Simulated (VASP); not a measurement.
# A VASP study of Ni3Sn4 (LDA): structure first, properties next, part 3 of 5

Aim: relax Ni3Sn4, then compute properties on the relaxed cell. The start is a cell from a database of measured crystal structures.

VASP 6.6.1; LDA, spin-polarised from a ferromagnetic start; plane waves and PAW (Ni, Sn_d).

So far. Step 3 (Second relaxation): It ends with a largest force of 0.008 eV/Å and a pressure of 0.04 GPa. The volume moved by under 0.01 %: the run met its threshold at the first step. Step 4 (Single point with fields (LDA)): In this run the pressure is 0.05 GPa, small enough to go on.

## Step 5: Bands along the symmetry lines (LDA)

Levels along the symmetry lines show where the bands peak and cross; KPOINTS_OPT computes them in the converged potential.

The input, INCAR:

```
SYSTEM = Ni3Sn4
PREC = Accurate
ENCUT = 400
EDIFF = 1E-06
NELM = 100
ISMEAR = 1
SIGMA = 0.2
LREAL = .FALSE.
ALGO = Normal
GGA = CA
NBANDS = 69
ISPIN = 2
MAGMOM = 1 1 1 0 0 0 0
LASPH = .TRUE.
LMAXMIX = 4
LORBIT = 11
LWAVE = .FALSE.
LCHARG = .FALSE.
KPAR = 4
```

The input, POSCAR:

```
Ni3Sn4
1.0
    0.0000000000      3.9977407496      0.0000000000
   -1.3445199779      0.0000000000      4.9664037693
    5.9920969844     -1.9988703748     -0.0231644024
Ni Sn
3 4
Direct
    0.0000000000      0.0000000000      0.0000000000
    0.2155004518      0.3361600603      0.4310009037
    0.7844995482      0.6638399397      0.5689990963
    0.1712789825      0.8115491995      0.3425579650
    0.8287210175      0.1884508005      0.6574420350
    0.4278773484      0.6861292510      0.8557546968
    0.5721226516      0.3138707490      0.1442453032
```

The input, KPOINTS:

```
Automatic mesh
0
Gamma
5 4 5
0 0 0
```

The input, KPOINTS_OPT:

```
Line mode
12
Line-mode
Reciprocal
  0.50000000   0.00000000   0.00000000 X
  0.00000000   0.00000000   0.00000000 GAMMA

  0.00000000   0.00000000   0.00000000 GAMMA
  0.00000000  -0.50000000   0.00000000 Y

  0.50000000  -0.50000000   0.00000000 L
  0.00000000   0.00000000   0.00000000 GAMMA

  0.00000000   0.00000000   0.00000000 GAMMA
  0.00000000   0.50000000  -0.50000000 Z

  0.50000000   0.50000000  -0.50000000 N
  0.00000000   0.00000000   0.00000000 GAMMA

  0.00000000   0.00000000   0.00000000 GAMMA
  0.00000000   0.00000000  -0.50000000 M

  0.50000000   0.00000000  -0.50000000 R
  0.00000000   0.00000000   0.00000000 GAMMA
```

Potentials, in the order of the species: Ni and Sn_d (LDA family, release 64).

Started as:

```
$ mpirun -np 4 vasp_std
```

The program printed:

```text
[... set-up lines as in an earlier step ...]
 entering main loop
       N       E                     dE             d eps       ncg     rms          rms(c)
DAV:   1     0.833086197649E+03    0.83309E+03   -0.29775E+04  9878   0.178E+03
DAV:   2     0.111541249988E+03   -0.72154E+03   -0.67812E+03  9108   0.479E+02
DAV:   3    -0.335161034665E+02   -0.14506E+03   -0.14015E+03  9467   0.180E+02
DAV:   4    -0.419166526024E+02   -0.84005E+01   -0.83557E+01 10341   0.495E+01
DAV:   5    -0.421374551765E+02   -0.22080E+00   -0.22073E+00 12052   0.761E+00    0.182E+01
DAV:   6    -0.470965735073E+02   -0.49591E+01   -0.28416E+01 12049   0.546E+01    0.235E+01
DAV:   7    -0.398338681934E+02    0.72627E+01   -0.11600E+01 10709   0.395E+01    0.340E+00
DAV:   8    -0.398163603919E+02    0.17508E-01   -0.11036E+00 11995   0.825E+00    0.345E+00
DAV:   9    -0.398096737327E+02    0.66867E-02   -0.60007E-01 10654   0.986E+00    0.310E+00
DAV:  10    -0.397259090895E+02    0.83765E-01   -0.25196E-01 10830   0.721E+00    0.604E-01
DAV:  11    -0.397257263625E+02    0.18273E-03   -0.31073E-02 10686   0.105E+00    0.225E-01
DAV:  12    -0.397252704221E+02    0.45594E-03   -0.20418E-03 14352   0.282E-01    0.146E-01
DAV:  13    -0.397251252968E+02    0.14513E-03   -0.27476E-04 11291   0.120E-01    0.725E-02
DAV:  14    -0.397250889379E+02    0.36359E-04   -0.62140E-05 11590   0.710E-02    0.345E-02
DAV:  15    -0.397250887188E+02    0.21914E-06   -0.77506E-06 10265   0.175E-02
   1 F= -.39725089E+02 E0= -.39721820E+02  d E =-.980740E-02  mag=    -0.0005
 Start KPOINTS_OPT (optional k-point list driver)
k-point batch [1-33\84]
       N       E                     dE             ncg
DAV:   1     0.243818317871E+05   -0.12504E+05     9851
DAV:   2     0.729678019159E+03   -0.23652E+05     9108
DAV:   3    -0.396403860654E+04   -0.46937E+04     9476
DAV:   4    -0.423538999083E+04   -0.27135E+03    10354
DAV:   5    -0.424290765741E+04   -0.75177E+01    12526
DAV:   6    -0.424311755574E+04   -0.20990E+00    13515
DAV:   7    -0.424312157719E+04   -0.40214E-02    12879
DAV:   8    -0.424312170073E+04   -0.12354E-03    11923
DAV:   9    -0.424312170270E+04   -0.19700E-05     7010
DAV:  10    -0.424312170311E+04   -0.41222E-06     6216
[...]
k-point batch [67-84\84]
       N       E                     dE             ncg
DAV:   1     0.234017692668E+05   -0.46160E+04     5398
DAV:   2     0.104088261805E+05   -0.12993E+05     4968
DAV:   3     0.782316608564E+04   -0.25857E+04     5177
DAV:   4     0.767216832202E+04   -0.15100E+03     5665
DAV:   5     0.766795797406E+04   -0.42103E+01     6824
DAV:   6     0.766783218812E+04   -0.12579E+00     7482
DAV:   7     0.766783012301E+04   -0.20651E-02     6976
DAV:   8     0.766783004161E+04   -0.81399E-04     6519
DAV:   9     0.766783004037E+04   -0.12360E-05     3880
DAV:  10     0.766783004013E+04   -0.23938E-06     3516
```

It took 1.9 min on 4 MPI ranks of Intel Xeon 6975P-C (Granite Rapids), shared host; peak memory 2.1 GiB.

Parts of OUTCAR (step 5):

```text
   k-points           NKPTS =     33   k-points in BZ     NKDIM =     33   number of bands    NBANDS=     69

   NELECT =      86.0000    total number of electrons

 E-fermi :  10.1774

 spin component 1
 k-point     1 :       0.0000    0.0000    0.0000
  band No.  band energies     occupation
    ...
     39       8.6822      1.00000
     40       8.8482      1.00000
     41       9.3392      1.00000
     42       9.8582      1.02326
     43       9.9577      1.03257
     44      10.7444     -0.00023
     45      11.1295     -0.00000
     46      12.1756     -0.00000
     47      14.5979      0.00000
     48      14.6253      0.00000
    ...

 k-point     2 :       0.2000    0.0000   -0.0000
  band No.  band energies     occupation
    ...
     40       8.7478      1.00000
     41       9.1111      1.00000
     42       9.3002      1.00000
     43       9.4411      1.00000
     44      10.0370      0.96055
     45      11.9999     -0.00000
     46      12.3987     -0.00000
     47      13.3487     -0.00000
     48      14.2258      0.00000
     49      14.7497      0.00000
    ...

  Total        0.0150855      0.0146984      0.0314725      0.0000000      0.0000000     -0.0063960
  in kB        0.2033709      0.1981532      0.4242885      0.0000000      0.0000000     -0.0862260
  external PRESSURE =       0.2752709 kB  Pullay stress =       0.0000000 kB

 POSITION                                       TOTAL-FORCE (eV/Angst)
 -----------------------------------------------------------------------------------
      0.00000      0.00000      0.00000         0.000000      0.000000      0.000000
      2.13063     -0.00000      1.65952         0.007190     -0.000000     -0.001251
      2.51695      1.99887      3.28372        -0.007190      0.000000      0.001251
      0.96150      0.00000      4.02255        -0.001121      0.000000      0.000542
      3.68608      1.99887      0.92069         0.001121     -0.000000     -0.000542
      4.20525      0.00000      3.38777        -0.005945      0.000000      0.004403
      0.44233      1.99887      1.55547         0.005945     -0.000000     -0.004403
 -----------------------------------------------------------------------------------
    total drift:                                0.000000      0.000000      0.000000

  FREE ENERGIE OF THE ION-ELECTRON SYSTEM (eV)
  ---------------------------------------------------
  free  energy   TOTEN  =       -39.7250887188 eV

  energy  without entropy=      -39.7152813186  energy(sigma->0) =      -39.72181959

 magnetization (x)
# of ion       s       p       d       tot
------------------------------------------
    1       -0.000  -0.000  -0.000  -0.000
    2        0.000  -0.000  -0.000  -0.000
    3        0.000  -0.000  -0.000  -0.000
    4       -0.000   0.000   0.000   0.000
    5       -0.000   0.000   0.000   0.000
    6       -0.000   0.000  -0.000   0.000
    7       -0.000   0.000  -0.000   0.000
--------------------------------------------------
tot         -0.000   0.000  -0.000  -0.000

[... 7 parts as in an earlier step ...]

[... 14 further parts left out ...]
```

Spin-orbit coupling is off here; with elements this heavy it splits and shifts levels by tenths of an eV or more. The cell is typed on its shortest vectors, so the axes of tensors and the coordinates of k-points follow the printed cell and not the standard setting.

Numbers from this step:

- SCF cycles: 15
- bands: 69
- pressure: 0.02753 GPa
- moment of the cell, from the last line of the log: 0 μB

Both spin channels agree. The electronic bands at the labelled points (eV, zero at the Fermi level; # counts the bands kept, so #1 is VASP's band 21):

```tsv
point	#20	#21	#22	#23	#24	#25	#26	#27
X	-1.51	-1.40	-1.11	-0.99	-0.51	0.34	1.01	2.43
Γ	-1.33	-0.84	-0.32	-0.22	0.57	0.95	2.00	4.42
Y	-1.11	-0.16	0.26	1.14	1.70	2.51	2.97	3.10
jump to L	-1.39	-1.29	-1.21	-0.45	-0.24	0.41	2.78	3.12
Γ	-1.33	-0.84	-0.32	-0.22	0.57	0.95	2.00	4.42
Z	-1.01	0.59	0.78	0.95	1.00	1.52	2.19	2.98
jump to N	-1.39	-1.29	-1.21	-0.45	-0.24	0.41	2.78	3.12
Γ	-1.33	-0.84	-0.32	-0.22	0.57	0.95	2.00	4.42
M	-1.20	-1.07	-0.68	0.34	1.01	1.90	2.62	3.31
jump to R	-1.51	-1.40	-1.11	-0.99	-0.51	0.34	1.01	2.43
Γ	-1.33	-0.84	-0.32	-0.22	0.57	0.95	2.00	4.42
```

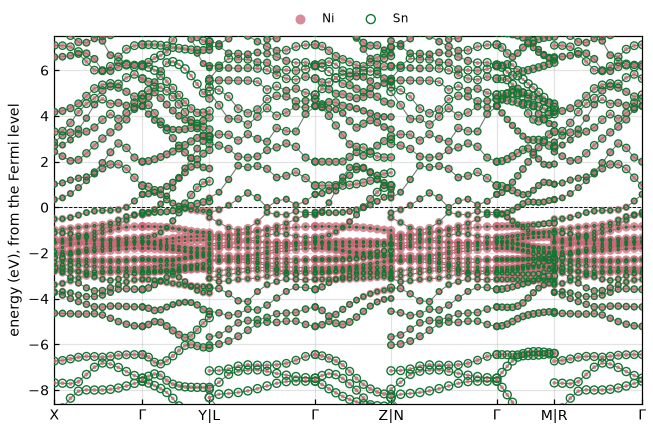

Electronic bands along the path; dots are coloured as in the legend, and their area grows with the weight.

There is no gap at this level.

## Step 6: Total and projected DOS (LDA)

Here the states are counted by energy and projected on the atoms. The mesh is finer than in the run before.

INCAR, as its differences from that of step 5:

```diff
@@ -5,3 +5,3 @@
 NELM = 100
-ISMEAR = 1
+ISMEAR = -5
 SIGMA = 0.2
@@ -19 +19,2 @@
 KPAR = 4
+NEDOS = 2001
```

POSCAR is that of step 5.

The input, KPOINTS:

```
Automatic mesh
0
Gamma
8 6 8
0 0 0
```

Started as:

```
$ mpirun -np 4 vasp_std
```

The program printed:

```text
[... set-up lines as in an earlier step ...]
 entering main loop
       N       E                     dE             d eps       ncg     rms          rms(c)
DAV:   1     0.835782545707E+03    0.83578E+03   -0.29732E+04 34004   0.178E+03
DAV:   2     0.112451058338E+03   -0.72333E+03   -0.67985E+03 31464   0.480E+02
DAV:   3    -0.333763784404E+02   -0.14583E+03   -0.14094E+03 32688   0.181E+02
DAV:   4    -0.419180117449E+02   -0.85416E+01   -0.84950E+01 35720   0.498E+01
DAV:   5    -0.421422358000E+02   -0.22422E+00   -0.22420E+00 41497   0.767E+00    0.183E+01
DAV:   6    -0.471857658416E+02   -0.50435E+01   -0.28846E+01 41872   0.546E+01    0.234E+01
DAV:   7    -0.398983436686E+02    0.72874E+01   -0.11687E+01 36970   0.397E+01    0.340E+00
DAV:   8    -0.398791732261E+02    0.19170E-01   -0.11414E+00 41320   0.816E+00    0.347E+00
DAV:   9    -0.398685477939E+02    0.10625E-01   -0.59104E-01 37497   0.964E+00    0.305E+00
DAV:  10    -0.397880547256E+02    0.80493E-01   -0.25760E-01 37350   0.725E+00    0.572E-01
DAV:  11    -0.397877824416E+02    0.27228E-03   -0.31908E-02 36359   0.109E+00    0.219E-01
DAV:  12    -0.397872656729E+02    0.51677E-03   -0.23075E-03 47291   0.297E-01    0.145E-01
DAV:  13    -0.397871118605E+02    0.15381E-03   -0.29171E-04 38631   0.116E-01    0.778E-02
DAV:  14    -0.397871051260E+02    0.67345E-05   -0.58322E-05 41045   0.656E-02    0.353E-02
DAV:  15    -0.397871097737E+02   -0.46477E-05   -0.99064E-06 35958   0.201E-02    0.149E-02
DAV:  16    -0.397871032964E+02    0.64773E-05   -0.15858E-06 26106   0.117E-02    0.856E-03
DAV:  17    -0.397870988834E+02    0.44131E-05   -0.59670E-07 19062   0.742E-03    0.215E-03
DAV:  18    -0.397870987408E+02    0.14257E-06   -0.36439E-07 18732   0.442E-03
   1 F= -.39787099E+02 E0= -.39787099E+02  d E =0.000000E+00  mag=     0.0000
 -----------------------------------------------------------------------------
|                                                                             |
|           W    W    AA    RRRRR   N    N  II  N    N   GGGG   !!!           |
|           W    W   A  A   R    R  NN   N  II  NN   N  G    G  !!!           |
|           W    W  A    A  R    R  N N  N  II  N N  N  G       !!!           |
|           W WW W  AAAAAA  RRRRR   N  N N  II  N  N N  G  GGG   !            |
|           WW  WW  A    A  R   R   N   NN  II  N   NN  G    G                |
|           W    W  A    A  R    R  N    N  II  N    N   GGGG   !!!           |
|                                                                             |
|     Tetrahedron method does not include variations of the Fermi             |
|     occupations, so forces and stress will be inaccurate. We suggest        |
|     using a different smearing scheme ISMEAR = 1 or 2 for metals in         |
|     relaxations.                                                            |
|                                                                             |
 -----------------------------------------------------------------------------
```

Run time: 3 min. Hardware: 4 MPI ranks; peak memory 3.2 GiB; 11 min of CPU time.

From OUTCAR (step 6):

```text
   k-points           NKPTS =    114   k-points in BZ     NKDIM =    114   number of bands    NBANDS=     69

   NELECT =      86.0000    total number of electrons

 E-fermi :  10.1995

 spin component 1
 k-point     1 :       0.0000    0.0000    0.0000
  band No.  band energies     occupation
    ...
     39       8.6926      1.00000
     40       8.8559      1.00000
     41       9.3507      1.00000
     42       9.8605      1.00000
     43       9.9642      0.91859
     44      10.7429     -0.03899
     45      11.1295      0.00000
     46      12.1776      0.00000
     47      14.6013      0.00000
     48      14.6262      0.00000
    ...

 k-point     2 :       0.1250    0.0000   -0.0000
  band No.  band energies     occupation
    ...
     39       8.7091      1.00000
     40       8.8013      1.00000
     41       9.2750      1.00000
     42       9.4861      1.00000
     43       9.6684      1.03215
     44      10.0874      0.46268
     45      12.0321      0.00000
     46      12.9954      0.00000
     47      13.7542      0.00000
     48      14.0828      0.00000
    ...

  Total        0.0753258     -0.2814987     -0.3188189      0.0000000      0.0000000      0.2530863
  in kB        1.0154857     -3.7949522     -4.2980741      0.0000000      0.0000000      3.4119174
  external PRESSURE =      -2.3591802 kB  Pullay stress =       0.0000000 kB

 POSITION                                       TOTAL-FORCE (eV/Angst)
 -----------------------------------------------------------------------------------
      0.00000      0.00000      0.00000         0.000000     -0.000000      0.000000
      2.13063     -0.00000      1.65952         0.005057      0.000000      0.021343
      2.51695      1.99887      3.28372        -0.005057      0.000000     -0.021343
      0.96150      0.00000      4.02255         0.046179      0.000000     -0.012226
      3.68608      1.99887      0.92069        -0.046179     -0.000000      0.012226
      4.20525      0.00000      3.38777        -0.066560     -0.000000      0.049718
      0.44233      1.99887      1.55547         0.066560      0.000000     -0.049718
 -----------------------------------------------------------------------------------
    total drift:                                0.000000     -0.000000      0.000000

  FREE ENERGIE OF THE ION-ELECTRON SYSTEM (eV)
  ---------------------------------------------------
  free  energy   TOTEN  =       -39.7870987408 eV

  energy  without entropy=      -39.7870987408  energy(sigma->0) =      -39.78709874

 magnetization (x)
# of ion       s       p       d       tot
------------------------------------------
    1       -0.000   0.000  -0.000  -0.000
    2        0.000   0.000  -0.000   0.000
    3        0.000   0.000  -0.000   0.000
    4       -0.000   0.000   0.000  -0.000
    5       -0.000   0.000   0.000  -0.000
    6       -0.000   0.000   0.000   0.000
    7       -0.000   0.000   0.000   0.000
--------------------------------------------------
tot         -0.000   0.000  -0.000   0.000

[... 6 parts as in an earlier step ...]

[... 15 further parts left out ...]
```

With tetrahedra the forces and stress of a metal are not exact derivatives of the energy.

Numbers from this step:

```
SCF cycles             : 18
irreducible k-points   : 114
free energy (TOTEN)    : -39.79 eV
Fermi energy           : 10.20 eV
pressure               : -0.2359 GPa
DOS at the Fermi level : 2.773 states/eV/cell
```

The density of states has structure finer than the step of the table below, so its rows give means over 1 eV, whole bins alone (the curve runs from -12.0 to 3.95 eV). Peaks (eV: height): total -2.7: 18.5, -2.3: 19.2, -2.0: 13.8, -1.6: 14.7; Ni d -2.7: 13.4, -2.3: 15.2, -2.0: 11.3, -1.6: 12.8; Sn p -3.2: 1.39, -2.9: 1.37, -2.7: 1.59, -2.4: 1.20; Ni p -7.8: 0.121, -2.7: 0.586, -2.4: 0.496, -0.8: 0.273; Sn s -8.3: 1.00, -7.8: 1.23, -7.2: 0.987, -6.7: 1.17.

States under -12.0 eV and over 4.0 eV are left out; both spin channels agree and are summed. Table of density of states by energy, zero at the Fermi level; means over each step; values in states/eV/cell:

```tsv
energy (eV)	total	Ni d	Sn p	Ni p	Sn s	Ni s
-11	0.746	0.00135	0.0242	0.0138	0.356	0.0958
-10	1.16	0.00811	0.0599	0.0417	0.557	0.107
-9	1.49	0.0300	0.0962	0.0687	0.721	0.103
-8	1.98	0.0875	0.121	0.103	0.998	0.0986
-7	1.89	0.171	0.125	0.0898	0.938	0.0807
-6	0.844	0.107	0.109	0.0366	0.314	0.0541
-5	2.37	0.411	0.646	0.103	0.162	0.273
-4	3.46	1.20	0.821	0.142	0.163	0.207
-3	9.20	5.96	1.17	0.305	0.118	0.127
-2	13.4	10.9	0.730	0.238	0.0702	0.0705
-1	7.72	5.82	0.594	0.228	0.149	0.0646
0	2.86	1.27	0.573	0.190	0.149	0.0552
1	2.51	0.912	0.540	0.140	0.283	0.0721
2	2.64	0.685	0.697	0.142	0.293	0.0975
3	2.84	0.530	0.791	0.164	0.229	0.158
```

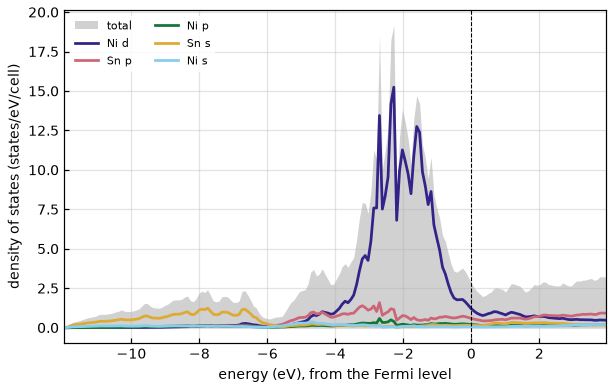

Density of states, plotted against energy.

Force by atom:

```tsv
atom	x (eV/Å)	y (eV/Å)	z (eV/Å)	size
Ni1	0.0000	0.0000	0.0000	0.0000
Ni2	0.0051	0.0000	0.0213	0.0219
Ni3	-0.0051	0.0000	-0.0213	0.0219
Sn4	0.0462	0.0000	-0.0122	0.0478
Sn5	-0.0462	0.0000	0.0122	0.0478
Sn6	-0.0666	0.0000	0.0497	0.0831
Sn7	0.0666	0.0000	-0.0497	0.0831
```

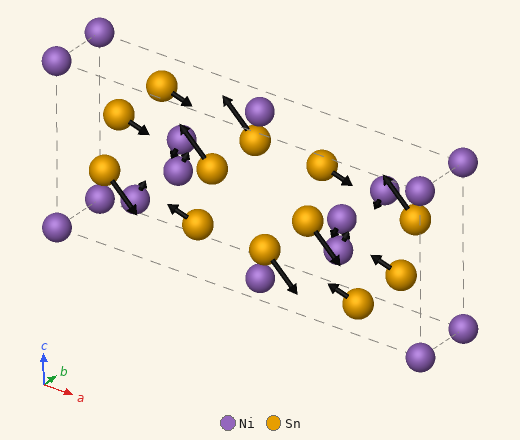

Force as arrows, the longest 0.0831 eV/Å. Some periodic images of atoms are drawn too.

The finer mesh and the other smearing move the Fermi level by +0.02 eV from the 5×4×5 run, a small shift, which tests the Fermi level alone. Of the states within 0.3 eV of the Fermi level, the largest shares in the PAW spheres are Ni d 43 %, Sn p 20 % and Ni p 7 %. The rest lies in smaller channels or between the spheres.

(Continued in part 4 of 5.)

[Lines on the potential files, build, host, timing and source positions are cut from VASP's logs without a mark.]

[Logs are printed without paths, hosts, clocks, repeated set-up lines and the standing remarks that a program may print on its own settings, such as how far it seeks lower states.]

[Hosts, paths, dates, database ids (printed as entryN), source tags and the programs' standing remarks are cut or masked in the printed files.]

[A measured line is paired with the nearest computed mode of its activity, which favours agreement.]
